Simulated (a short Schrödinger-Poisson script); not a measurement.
Structure: MOS inversion layer, Al2O3 on p-type Si(110), at 300 K.

| layer | material | thickness (nm) | Na (cm⁻³) |
|---|---|---|---|
| 1 | Al2O3 | 4.4 | - |
| 2 | Si | 1200 | 1.3e17 |

Constants are typed, rounded textbook-type inputs, not results; the design itself was drawn at random and stands for no fabricated device. Al2O3: permittivity 9, conduction-band edge (eV) 2.7, gap (eV) 6.8, electron mass (mₑ) 0.3. Si: permittivity 11.7, conduction-band edge (eV) 0, gap (eV) 1.124, Nv at 300 K (cm⁻³) 3.1e19.

Channel valleys (confinement mass, in-plane density-of-states mass, number): Δ4 0.315, 0.324, 4; Δ2 0.19, 0.417, 2. At the gate the conduction-band edge of layer 1 lies 3.24 eV − eVg above the Fermi level of the channel; the field vanishes at the back. Gaps are held at their typed values at every temperature. Mesh 0.03 nm at interfaces.

From a short Schrödinger-Poisson script (our own, NumPy): 1D Poisson equation in equilibrium, electrons quantum, Hartree (BenDaniel-Duke, 12 states a valley, the channel's in-plane mass for all, wave functions free to enter the dielectric), parabolic valleys, classical holes, full ionisation, no traps, pinning or gate leakage.

Only gate voltages with over 1e8 electrons/cm² are shown.

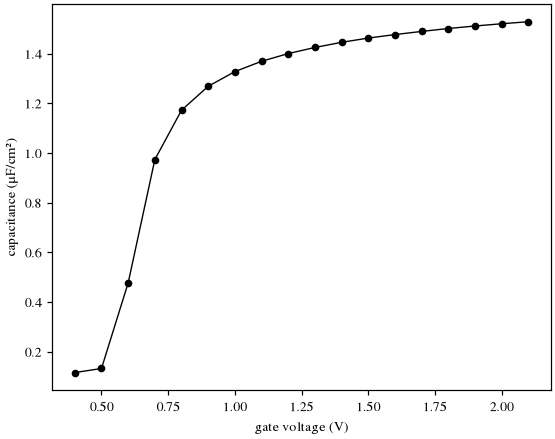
Figure: Quasi-static capacitance against gate voltage

```tsv
Vg (V)	electrons (cm⁻²)	C (μF/cm²)	Δ4 E0 (meV)	Δ4 E1 (meV)	Δ2 E0 (meV)	Δ2 E1 (meV)
0.4	1.43e8	0.115	309.3	364.3	320.7	385.4
0.5	4.62e9	0.132	218.9	276.4	230.8	298.5
0.6	1.03e11	0.476	138.2	198.5	150.7	221.4
0.7	5.47e11	0.973	94.1	158.5	107.6	182.2
0.8	1.22e12	1.17	72.4	141.5	87.2	165.7
0.9	1.98e12	1.27	58.8	132.4	74.9	157.2
1	2.78e12	1.33	48.9	126.9	66.2	152.0
1.1	3.62e12	1.37	41.1	123.1	59.6	148.5
1.2	4.49e12	1.40	34.6	120.5	54.2	146.1
1.3	5.37e12	1.42	29.0	118.6	49.7	144.4
1.4	6.27e12	1.45	24.1	117.2	45.7	143.1
1.5	7.17e12	1.46	19.8	116.2	42.3	142.1
1.6	8.09e12	1.48	15.8	115.4	39.2	141.4
1.7	9.02e12	1.49	12.1	114.8	36.3	140.9
1.8	9.95e12	1.50	8.7	114.4	33.7	140.5
1.9	1.09e13	1.51	5.4	114.1	31.3	140.2
2	1.18e13	1.52	2.4	113.9	29.0	140.0
2.1	1.28e13	1.53	-0.4	113.8	26.8	139.9
```

Subbands count from the Fermi level.
